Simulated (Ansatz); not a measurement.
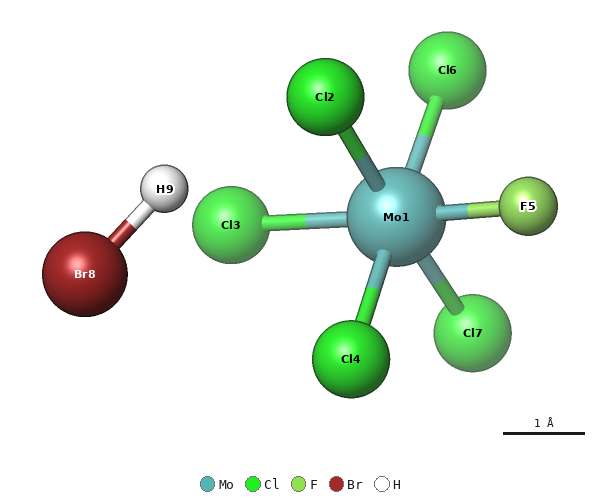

**Figure 1.** The starting structure (ball-and-stick view, seen at a tilt; atoms are numbered from 1 in the order of the input). Sticks mark near contacts.

**Run report: MoHBrCl₅F, nudged elastic band**

MoHBrCl₅F, computed with RKS PBE/def2-SVP (Ansatz 0.2.0).

It belongs to a series of runs on one base structure; here: band between the two ends. Figures and captions count atoms from 1; the log counts them from 0 in places.

The input:
```yaml
crystal:
  periodic: [false, false, false]
  atoms:
    - { symbol: Mo, position_ang: [-0.121312, -0.198753, -0.190703] }
    - { symbol: Cl, position_ang: [-0.02763, -0.090583, 2.161055] }
    - { symbol: Cl, position_ang: [2.172992, -0.222447, -0.284829] }
    - { symbol: Cl, position_ang: [-0.139787, 2.105911, -0.264509] }
    - { symbol: F, position_ang: [-1.981909, -0.17647, -0.038466] }
    - { symbol: Cl, position_ang: [-0.205774, -2.505481, -0.049578] }
    - { symbol: Cl, position_ang: [-0.306973, -0.308552, -2.485192] }
    - { symbol: Br, position_ang: [2.457867, 2.734154, 2.115715] }
    - { symbol: H, position_ang: [1.561626, 1.65112, 2.462908] }
basis:
  gaussian: { orbitals: def2-SVP }
hamiltonian:
  xc: pbe
neb:
  order_check: false
  images: 7
  f_tol: 0.05
  max_iterations: 55
  final_atoms:
    - { symbol: Mo, position_ang: [0.29630668, 0.13833271, -0.46102401] }
    - { symbol: Cl, position_ang: [0.98684878, 1.38122994, 3.74985827] }
    - { symbol: Cl, position_ang: [2.07488367, -1.29402153, -0.08274732] }
    - { symbol: Cl, position_ang: [-1.53822948, 1.53048487, -0.69798504] }
    - { symbol: F, position_ang: [-0.26851582, -0.19472571, 1.32560657] }
    - { symbol: Cl, position_ang: [-1.01131467, -1.66680686, -1.10298931] }
    - { symbol: Cl, position_ang: [0.93683018, 0.48117331, -2.64008194] }
    - { symbol: Br, position_ang: [1.62914797, 2.02679565, 0.36624433] }
    - { symbol: H, position_ang: [0.30314268, 0.58643663, 2.96951945] }
  initial_path:
    images:
      - { positions_ang: [[-0.121312, -0.198753, -0.190703], [-0.02763, -0.090583, 2.161055], [2.172992, -0.222447, -0.284829], [-0.139787, 2.105911, -0.264509], [-1.981909, -0.17647, -0.038466], [-0.205774, -2.505481, -0.049578], [-0.306973, -0.308552, -2.485192], [2.457867, 2.734154, 2.115715], [1.561626, 1.65112, 2.462908]] }
      - { positions_ang: [[-0.09202086, -0.14977444, -0.14135355], [-0.01413113, -0.06400948, 2.28740503], [2.20616905, -0.16725249, -0.21857476], [-0.10621574, 2.15620945, -0.20073169], [-1.92993942, -0.13328627, -0.02209819], [-0.15502872, -2.45730632, -0.03148616], [-0.23789112, -0.23615095, -2.43966826], [2.30295091, 2.52918493, 1.79977828], [1.43520702, 1.51128456, 2.39313029]] }
      - { positions_ang: [[-0.06272971, -0.10079587, -0.0920041], [-0.00063226, -0.03743597, 2.41375506], [2.2393461, -0.11205798, -0.15232052], [-0.07264447, 2.2065079, -0.13695438], [-1.87796983, -0.09010253, -0.00573038], [-0.10428345, -2.40913164, -0.01339431], [-0.16880923, -0.16374989, -2.39414452], [2.14803483, 2.32421587, 1.48384156], [1.30878803, 1.37144912, 2.32335258]] }
      - { positions_ang: [[-0.03343857, -0.05181731, -0.04265464], [0.01286661, -0.01086245, 2.54010508], [2.27252315, -0.05686347, -0.08606628], [-0.03907321, 2.25680634, -0.07317707], [-1.82600025, -0.0469188, 0.01063744], [-0.05353817, -2.36095696, 0.00469753], [-0.09972735, -0.09134884, -2.34862077], [1.99311874, 2.1192468, 1.16790484], [1.18236905, 1.23161369, 2.25357487]] }
      - { positions_ang: [[-0.00414742, -0.00283874, 0.00669481], [0.02636548, 0.01571107, 2.66645511], [2.3057002, -0.00166896, -0.01981204], [-0.00550194, 2.30710479, -0.00939976], [-1.77403066, -0.00373507, 0.02700525], [-0.0027929, -2.31278228, 0.02278937], [-0.03064547, -0.01894779, -2.30309703], [1.83820265, 1.91427773, 0.85196812], [1.05595007, 1.09177825, 2.18379716]] }
      - { positions_ang: [[0.0709661, 0.03245412, -0.11023489], [0.26648631, 0.35709079, 2.9373059], [2.24799607, -0.32475711, -0.03554586], [-0.38868383, 2.11294981, -0.18154608], [-1.39765195, -0.05148273, 0.35165558], [-0.25492334, -2.15128842, -0.2586553], [0.21122344, 0.10608248, -2.38734326], [1.78593898, 1.94240721, 0.73053717], [0.86774822, 0.96544284, 2.38022773]] }
      - { positions_ang: [[0.14607963, 0.06774698, -0.2271646], [0.50660713, 0.69847051, 3.20815669], [2.19029193, -0.64784525, -0.05127968], [-0.77186571, 1.91879483, -0.3536924], [-1.02127324, -0.09923039, 0.67630591], [-0.50705379, -1.98979457, -0.54009997], [0.45309236, 0.23111276, -2.47158948], [1.73367531, 1.97053669, 0.60910623], [0.67954637, 0.83910744, 2.5766583]] }
      - { positions_ang: [[0.22119316, 0.10303984, -0.3440943], [0.74672795, 1.03985022, 3.47900748], [2.1325878, -0.97093339, -0.0670135], [-1.15504759, 1.72463985, -0.52583872], [-0.64489453, -0.14697805, 1.00095624], [-0.75918423, -1.82830071, -0.82154464], [0.69496127, 0.35614303, -2.55583571], [1.68141164, 1.99866617, 0.48767528], [0.49134453, 0.71277203, 2.77308888]] }
      - { positions_ang: [[0.29630668, 0.13833271, -0.46102401], [0.98684878, 1.38122994, 3.74985827], [2.07488367, -1.29402153, -0.08274732], [-1.53822948, 1.53048487, -0.69798504], [-0.26851582, -0.19472571, 1.32560657], [-1.01131467, -1.66680686, -1.10298931], [0.93683018, 0.48117331, -2.64008194], [1.62914797, 2.02679565, 0.36624433], [0.30314268, 0.58643663, 2.96951945]] }
```

Run on 4 threads of Arm Neoverse V2, 24 GiB of memory available, shared host.

Command:
```bash
ansatz run input.yaml --threads 4 --pin off --max-ram 5120MiB --backend cpu --events-out ev --progress --plain --runs-dir out
```

The program's output:
```
Engine: ansatz 0.2.0, aarch64-unknown-linux-gnu
Functional definition: PBE
  parameter kappa = 0.804
  parameter beta = 0.06672455060314922
  exchange = pbe_x(kappa = kappa, mu = beta*pi^2/3)
  correlation = pbe_c(beta = beta)
1829 factors; their error is unknown
mean field evaluation 1: about -137182.3475 eV, gradient 4.8e1 eV
mean field evaluation 2: about -136882.3750 eV, gradient 3.3e2 eV
mean field evaluation 4: about -137179.9977 eV, gradient 5.5e1 eV
mean field evaluation 8: about -137186.9543 eV, gradient 1.0e-1 eV
mean field evaluation 16: about -137158.0340 eV, gradient 6.7e1 eV
mean field -137186.82105512 eV, -5041.5226852085 hartree, gradient 1.2e-5 eV, S^2 0.000000; 0 other end points of the search recorded, 0 dependent functions left out
the calculation of the forces begins
reference -137186.82112892 eV, -5041.5226879207 hartree; 72, 72 occupied and 100, 100 virtual orbitals, 1829 factors
1829 factors; their error is unknown
mean field evaluation 32: about -137182.9387 eV, gradient 4.5e1 eV
mean field evaluation 64: about -137179.3537 eV, gradient 2.1e1 eV
mean field -137186.83507212 eV, -5041.5232003238 hartree, gradient 1.5e-5 eV, S^2 0.000000; 4 other end points of the search recorded, 0 dependent functions left out
[... from here on the field's lines of each further geometry are left out, up to the last ...]
NEB iter   1: max|band force component| = 1.429e2 eV/Å  barrier→ = 31.6810 eV  barrier← = 31.6951 eV  Δτ_max = 0.2000 Å  (1459 SCF iters)
NEB iter   2: max|band force component| = 3.745e1 eV/Å  barrier→ = 7.4866 eV  barrier← = 7.5006 eV  Δτ_max = 0.2000 Å  (329 SCF iters)
NEB iter   3: max|band force component| = 2.139e1 eV/Å  barrier→ = 4.0075 eV  barrier← = 4.0215 eV  Δτ_max = 0.1992 Å  (345 SCF iters)
NEB iter   4: max|band force component| = 7.552e0 eV/Å  barrier→ = 2.3896 eV  barrier← = 2.4036 eV  Δτ_max = 0.2000 Å  (344 SCF iters)
NEB iter   5: max|band force component| = 3.028e0 eV/Å  barrier→ = 1.9679 eV  barrier← = 1.9819 eV  Δτ_max = 0.2000 Å  (342 SCF iters)
NEB iter   6: max|band force component| = 2.425e0 eV/Å  barrier→ = 1.7844 eV  barrier← = 1.7984 eV  Δτ_max = 0.2000 Å  (335 SCF iters)
NEB iter   7: max|band force component| = 1.796e0 eV/Å  barrier→ = 1.5494 eV  barrier← = 1.5635 eV  Δτ_max = 0.1014 Å  (318 SCF iters)
NEB iter   8: max|band force component| = 1.279e0 eV/Å  barrier→ = 1.4685 eV  barrier← = 1.4825 eV  Δτ_max = 0.0994 Å  (291 SCF iters)
NEB iter   9: max|band force component| = 6.467e-1 eV/Å  barrier→ = 1.4323 eV  barrier← = 1.4464 eV  Δτ_max = 0.1039 Å  (297 SCF iters)
NEB iter  10: max|band force component| = 3.452e-1 eV/Å  barrier→ = 1.4215 eV  barrier← = 1.4355 eV  CI = image 2  Δτ_max = 0.1023 Å  (274 SCF iters)
NEB iter  11: max|band force component| = 3.182e-1 eV/Å  barrier→ = 1.4223 eV  barrier← = 1.4363 eV  CI = image 2  Δτ_max = 0.1017 Å  (286 SCF iters)
NEB iter  12: max|band force component| = 3.174e-1 eV/Å  barrier→ = 1.4061 eV  barrier← = 1.4202 eV  CI = image 2  Δτ_max = 0.0506 Å  (274 SCF iters)
NEB iter  13: max|band force component| = 3.152e-1 eV/Å  barrier→ = 1.3931 eV  barrier← = 1.4071 eV  CI = image 2  Δτ_max = 0.1019 Å  (256 SCF iters)
NEB iter  14: max|band force component| = 2.910e-1 eV/Å  barrier→ = 1.3572 eV  barrier← = 1.3712 eV  CI = image 2  Δτ_max = 0.2000 Å  (278 SCF iters)
NEB iter  15: max|band force component| = 3.325e-1 eV/Å  barrier→ = 1.2552 eV  barrier← = 1.2692 eV  CI = image 2  Δτ_max = 0.1016 Å  (299 SCF iters)
NEB iter  16: max|band force component| = 2.570e-1 eV/Å  barrier→ = 1.1973 eV  barrier← = 1.2114 eV  CI = image 2  Δτ_max = 0.1024 Å  (269 SCF iters)
NEB iter  17: max|band force component| = 2.863e-1 eV/Å  barrier→ = 1.1429 eV  barrier← = 1.1569 eV  CI = image 2  Δτ_max = 0.2000 Å  (264 SCF iters)
NEB iter  18: max|band force component| = 3.136e-1 eV/Å  barrier→ = 1.0730 eV  barrier← = 1.0870 eV  CI = image 2  Δτ_max = 0.1613 Å  (282 SCF iters)
NEB iter  19: max|band force component| = 2.663e-1 eV/Å  barrier→ = 1.0419 eV  barrier← = 1.0560 eV  CI = image 2  Δτ_max = 0.1962 Å  (278 SCF iters)
NEB iter  20: max|band force component| = 2.206e-1 eV/Å  barrier→ = 1.0199 eV  barrier← = 1.0340 eV  CI = image 2  Δτ_max = 0.1795 Å  (265 SCF iters)
NEB iter  21: max|band force component| = 2.058e-1 eV/Å  barrier→ = 1.0279 eV  barrier← = 1.0419 eV  CI = image 2  Δτ_max = 0.1971 Å  (265 SCF iters)
NEB iter  22: max|band force component| = 1.732e-1 eV/Å  barrier→ = 1.0167 eV  barrier← = 1.0307 eV  CI = image 2  Δτ_max = 0.1012 Å  (254 SCF iters)
NEB iter  23: max|band force component| = 1.060e-1 eV/Å  barrier→ = 1.0134 eV  barrier← = 1.0274 eV  CI = image 2  Δτ_max = 0.1014 Å  (254 SCF iters)
NEB iter  24: max|band force component| = 8.863e-2 eV/Å  barrier→ = 1.0116 eV  barrier← = 1.0256 eV  CI = image 2  Δτ_max = 0.1013 Å  (264 SCF iters)
NEB iter  25: max|band force component| = 8.680e-2 eV/Å  barrier→ = 1.0094 eV  barrier← = 1.0235 eV  CI = image 2  Δτ_max = 0.1014 Å  (256 SCF iters)
NEB iter  26: max|band force component| = 7.465e-2 eV/Å  barrier→ = 1.0067 eV  barrier← = 1.0207 eV  CI = image 2  Δτ_max = 0.1009 Å  (256 SCF iters)
NEB iter  27: max|band force component| = 7.013e-2 eV/Å  barrier→ = 1.0029 eV  barrier← = 1.0170 eV  CI = image 2  Δτ_max = 0.1009 Å  (258 SCF iters)
NEB iter  28: max|band force component| = 1.056e-1 eV/Å  barrier→ = 0.9975 eV  barrier← = 1.0115 eV  CI = image 2  Δτ_max = 0.0504 Å  (274 SCF iters)
NEB iter  29: max|band force component| = 1.421e-1 eV/Å  barrier→ = 0.9941 eV  barrier← = 1.0081 eV  CI = image 2  Δτ_max = 0.0251 Å  (254 SCF iters)
NEB iter  30: max|band force component| = 5.924e-2 eV/Å  barrier→ = 0.9919 eV  barrier← = 1.0059 eV  CI = image 2  Δτ_max = 0.0500 Å  (259 SCF iters)
the calculation of the forces begins
reference -137186.82516435 eV, -5041.5228362200 hartree; 72, 72 occupied and 100, 100 virtual orbitals, 1829 factors
1829 factors; their error is unknown
mean field evaluation 2304: about -137166.9313 eV, gradient 4.1e1 eV
mean field -137185.83142106 eV, -5041.4863168277 hartree, gradient 1.4e-5 eV, S^2 0.000000; 5 other end points of the search recorded, 0 dependent functions left out
the calculation of the forces begins
reference -137185.83149446 eV, -5041.4863195250 hartree; 72, 72 occupied and 100, 100 virtual orbitals, 1829 factors
NEB iter  31: max|band force component| = 4.969e-2 eV/Å  barrier→ = 0.9896 eV  barrier← = 1.0037 eV  CI = image 2  Δτ_max = 0.0000 Å  (1289 SCF iters)
```

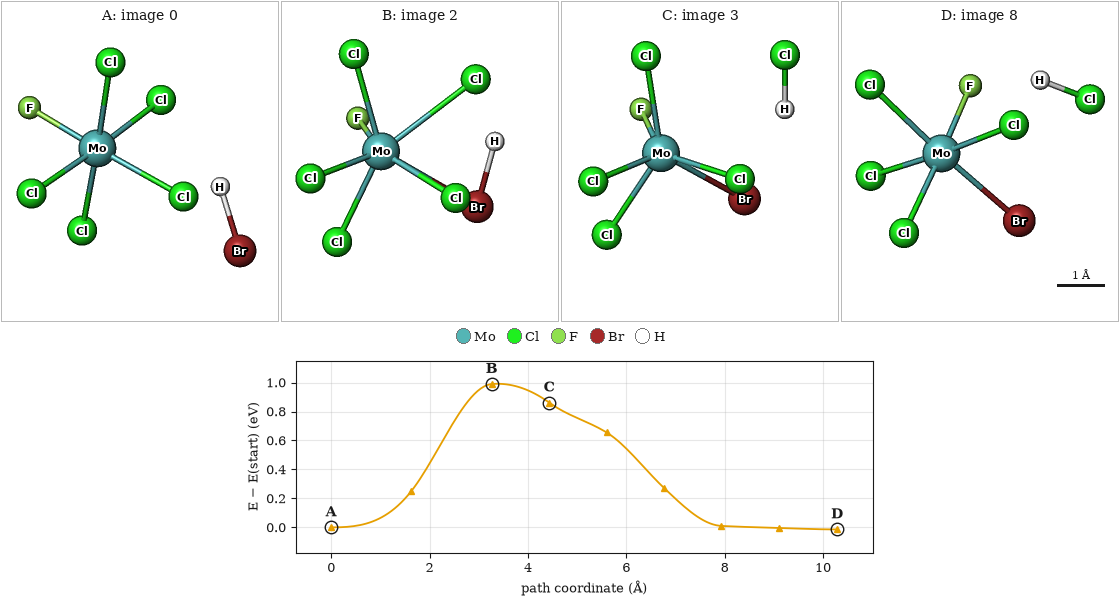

**Figure 2.** Images of the last band (counted from 0; ball-and-stick, seen at a tilt) above the energy along the path; the line is a cubic interpolation that uses the forces. The highest image is number 2, 0.990 eV above the start and 1.004 eV above the end (the climbing image); the end lies 0.014 eV below the start. The path is 10.29 Å long. The band converged in 31 iterations.

```
Total energy: -137185.83149446 eV, -5041.4863195250 hartree
Atom 0 at     0.140587     0.110458    -0.126960 Å, force    -0.010496    -0.018985    -0.016211 eV/Å
Atom 1 at     0.779661    -0.741823     2.239980 Å, force     0.006355     0.031559    -0.027547 eV/Å
Atom 2 at     2.405248     0.032988    -0.305776 Å, force     0.016221     0.003290    -0.000685 eV/Å
Atom 3 at    -0.172773     2.154090    -1.199279 Å, force     0.006183    -0.013663     0.034939 eV/Å
Atom 4 at    -1.344408     0.646074     0.840035 Å, force    -0.008685    -0.000171     0.012604 eV/Å
Atom 5 at    -0.770452    -2.025779     0.034006 Å, force    -0.014953     0.019121     0.008706 eV/Å
Atom 6 at     0.078139    -0.556781    -2.373576 Å, force     0.016095    -0.011131    -0.002200 eV/Å
Atom 7 at     1.159542     2.401817     1.855546 Å, force    -0.005986    -0.028434     0.022087 eV/Å
Atom 8 at     1.133554     0.967853     2.462424 Å, force    -0.004735     0.018413    -0.031694 eV/Å
Dipole moment:     0.167226     0.021327    -0.075361 e Å
this run last wrote the band of iteration 31 to [file]
```

The last band as extended XYZ (Å, eV, eV/Å):
```
9
Properties=species:S:1:pos:R:3:forces:R:3 image=0 energy=-137186.82106
Mo   -0.1213   -0.1988   -0.1907    0.0080  -0.0025   0.0111
Cl   -0.0276   -0.0906    2.1611   -0.0013   0.0008  -0.0069
Cl    2.1730   -0.2224   -0.2848    0.0003  -0.0019  -0.0006
Cl   -0.1398    2.1059   -0.2645   -0.0018   0.0001   0.0011
F    -1.9819   -0.1765   -0.0385   -0.0041   0.0033  -0.0027
Cl   -0.2058   -2.5055   -0.0496    0.0024  -0.0014   0.0000
Cl   -0.3070   -0.3086   -2.4852   -0.0028   0.0015  -0.0019
Br    2.4579    2.7342    2.1157   -0.0034  -0.0047  -0.0008
H     1.5616    1.6511    2.4629    0.0027   0.0048   0.0007
9
Properties=species:S:1:pos:R:3:forces:R:3 image=1 energy=-137186.56930
Mo    0.0449   -0.1878   -0.2197   -0.0232  -0.1224  -0.0228
Cl    0.6062   -0.4131    2.1021   -0.0730   0.1287  -0.0641
Cl    2.3151   -0.3799   -0.5141   -0.0254  -0.1411  -0.0665
Cl    0.2233    2.0888   -0.5213    0.1476  -0.0329   0.2607
F    -1.6276    0.2899    0.4429   -0.1188  -0.1243  -0.1591
Cl   -0.6083   -2.3941   -0.0739    0.0783  -0.1554  -0.0615
Cl   -0.3074   -0.4336   -2.4815   -0.1382   0.0388  -0.0496
Br    1.5133    2.9304    2.2630    0.1189   0.2093   0.1663
H     1.2496    1.4885    2.4290    0.0337   0.1993  -0.0035
9
Properties=species:S:1:pos:R:3:forces:R:3 image=2 energy=-137185.83142
Mo    0.1406    0.1105   -0.1270   -0.0105  -0.0190  -0.0162
Cl    0.7797   -0.7418    2.2400    0.0064   0.0316  -0.0275
Cl    2.4052    0.0330   -0.3058    0.0162   0.0033  -0.0007
Cl   -0.1728    2.1541   -1.1993    0.0062  -0.0137   0.0349
F    -1.3444    0.6461    0.8400   -0.0087  -0.0002   0.0126
Cl   -0.7705   -2.0258    0.0340   -0.0150   0.0191   0.0087
Cl    0.0781   -0.5568   -2.3736    0.0161  -0.0111  -0.0022
Br    1.1595    2.4018    1.8555   -0.0060  -0.0284   0.0221
H     1.1336    0.9679    2.4624   -0.0047   0.0184  -0.0317
9
Properties=species:S:1:pos:R:3:forces:R:3 image=3 energy=-137185.95952
Mo    0.1642    0.3422   -0.2756    0.0173   0.0639  -0.0308
Cl    0.8259   -0.7211    2.9392    0.0339   0.0459   0.1518
Cl    2.3700   -0.2002   -0.1611   -0.0096  -0.0411   0.0230
Cl   -0.3886    2.2833   -1.4227   -0.0663   0.0337  -0.0534
F    -1.3517    0.6976    0.7294   -0.0116  -0.0018  -0.0027
Cl   -0.5372   -1.8414    0.0443    0.0460   0.0667   0.0112
Cl    0.2441   -0.4095   -2.4865    0.0125   0.0417  -0.0307
Br    1.0558    2.2601    1.3634   -0.0134  -0.0496  -0.1354
H     1.0265    0.5778    2.6960   -0.0087  -0.1594   0.0670
9
Properties=species:S:1:pos:R:3:forces:R:3 image=4 energy=-137186.16570
Mo    0.1819    0.3777   -0.3866    0.0077   0.0088  -0.0229
Cl    0.7861   -0.5765    3.3778    0.0050   0.0167   0.0776
Cl    2.2486   -0.5330    0.0888   -0.0305  -0.0550   0.0346
Cl   -0.9081    2.1081   -1.4849   -0.1024  -0.0215  -0.0049
F    -1.1866    0.6387    0.8514    0.0276  -0.0191   0.0315
Cl   -0.6553   -1.7690   -0.2295   -0.0295   0.0178  -0.0551
Cl    0.7051   -0.1705   -2.5793    0.0728   0.0578  -0.0209
Br    1.2264    2.3053    0.9101    0.0411   0.0037  -0.0749
H     1.0111    0.6083    2.8785    0.0082  -0.0092   0.0349
9
Properties=species:S:1:pos:R:3:forces:R:3 image=5 energy=-137186.54917
Mo    0.1943    0.3593   -0.4430    0.0077   0.0037  -0.0132
Cl    0.8802   -0.4254    3.6176    0.0286   0.0155   0.0767
Cl    2.0561   -0.7191    0.3981   -0.0725  -0.0687   0.0984
Cl   -1.3368    1.7458   -1.4834   -0.1312  -0.0906   0.0122
F    -0.8676    0.5234    1.0897    0.1098  -0.0299   0.0832
Cl   -0.8605   -1.6922   -0.5682   -0.0875   0.0354  -0.1361
Cl    1.0438    0.0623   -2.5642    0.1116   0.1114  -0.0072
Br    1.3537    2.4182    0.3774    0.0510   0.0224  -0.1595
H     0.9458    0.7166    3.0024   -0.0175   0.0007   0.0455
9
Properties=species:S:1:pos:R:3:forces:R:3 image=6 energy=-137186.81095
Mo    0.2521    0.3556   -0.4701    0.0126   0.0176  -0.0153
Cl    1.2638    0.0057    3.8152    0.0185   0.0088   0.0120
Cl    2.0047   -0.8044    0.4769   -0.0092  -0.0048   0.0029
Cl   -1.5736    1.5034   -1.3166   -0.0019   0.0048   0.0017
F    -0.5217    0.5367    1.2525   -0.0027   0.0044   0.0078
Cl   -0.9131   -1.6336   -0.6945   -0.0035  -0.0077   0.0048
Cl    1.1446    0.1613   -2.5766    0.0085   0.0025   0.0063
Br    1.4316    2.4858   -0.0570   -0.0043  -0.0003  -0.0186
H     0.3207    0.3784    2.9966   -0.0181  -0.0253  -0.0016
9
Properties=species:S:1:pos:R:3:forces:R:3 image=7 energy=-137186.82509
Mo    0.2208    0.2283   -0.4446   -0.0121   0.0027   0.0358
Cl    1.4204    0.8237    3.6467   -0.0084   0.0056  -0.0063
Cl    1.9247   -1.1087    0.3654   -0.0037   0.0012   0.0008
Cl   -1.5681    1.5259   -1.1365   -0.0021   0.0004   0.0022
F    -0.5839    0.1441    1.2770    0.0148  -0.0197  -0.0295
Cl   -0.9770   -1.6751   -1.0077   -0.0106  -0.0007   0.0047
Cl    1.1807    0.3149   -2.5266    0.0097   0.0086  -0.0026
Br    1.4125    2.2387    0.3215    0.0084   0.0017  -0.0089
H     0.3791    0.4972    2.9311    0.0040   0.0002   0.0037
9
Properties=species:S:1:pos:R:3:forces:R:3 image=8 energy=-137186.83507
Mo    0.2963    0.1383   -0.4610   -0.0106  -0.0048   0.0115
Cl    0.9868    1.3812    3.7499   -0.0172  -0.0169  -0.0182
Cl    2.0749   -1.2940   -0.0827   -0.0044   0.0029  -0.0022
Cl   -1.5382    1.5305   -0.6980    0.0027   0.0048   0.0027
F    -0.2685   -0.1947    1.3256    0.0084  -0.0004  -0.0200
Cl   -1.0113   -1.6668   -1.1030    0.0027  -0.0042   0.0037
Cl    0.9368    0.4812   -2.6401    0.0031   0.0025   0.0076
Br    1.6291    2.0268    0.3662   -0.0003  -0.0027  -0.0039
H     0.3031    0.5864    2.9695    0.0156   0.0190   0.0189
```

Summary:

| quantity | value |
| --- | --- |
| outcome | converged |
| barrier, forward | 0.990 eV |
| barrier, backward | 1.004 eV |
| wall time | 16 min (CPU time 62 min) |
| peak memory | 0.4 GiB |

Remarks:

The run takes a singlet; with an open-shell metal another spin state may lie lower. The order of the saddle point was not checked.
